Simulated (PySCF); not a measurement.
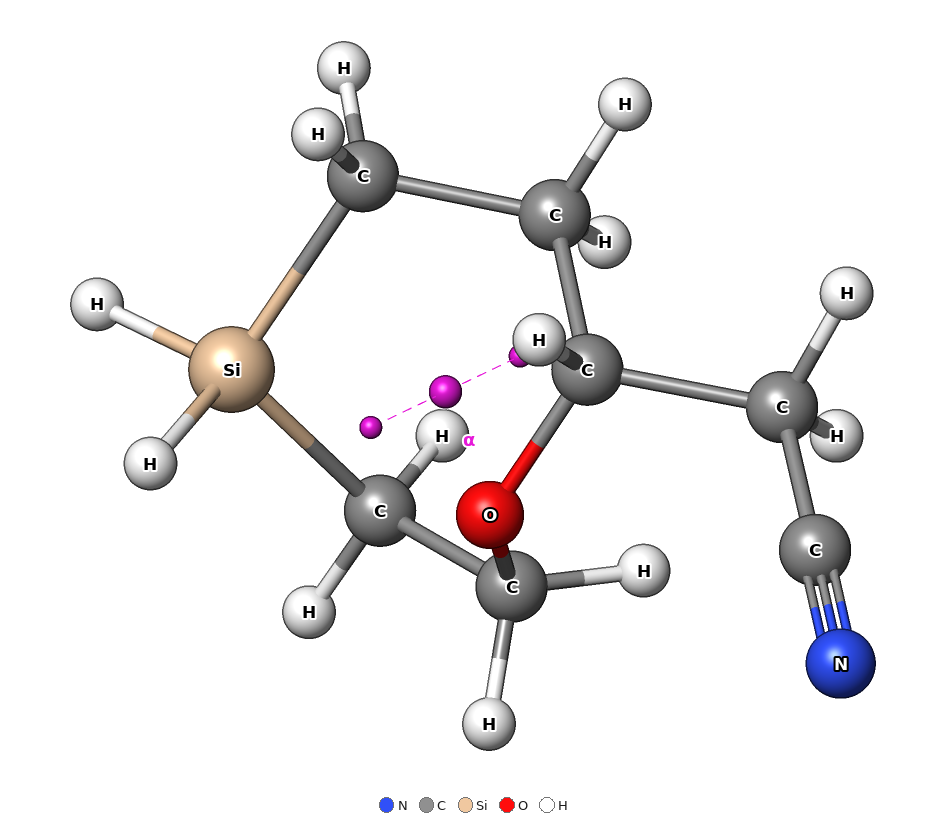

The small points mark where nucleus-independent chemical shifts (NICS) were computed: at the centre of each lettered ring and 1 Å above and below it. Computed geometry: GFN2-xTB optimisation. No frequency run is at hand to confirm it as a minimum. Properties computed with GIAO PBE0/pcSseg-1 NMR shielding, non-relativistic, gas phase (PySCF 2.14.0).

Give NICS(0), NICS(1) and the out-of-plane component NICS(1)zz for each ring (means of the two sides).

```json
{"ring": "α", "members": "C5OSi", "NICS(0)": "−3.5", "NICS(1)": "−4.7", "NICS(1)zz": "2.2"}
```

Values in ppm.

**What do the values say about the ring currents?**

Ring α: weak, as in a non-aromatic ring. NICS is one index among several.

The geometry is semi-empirical. Around Si such bond lengths and angles can be off by a tenth of an ångström or more and by several degrees, and values that hang on the shape move with them.
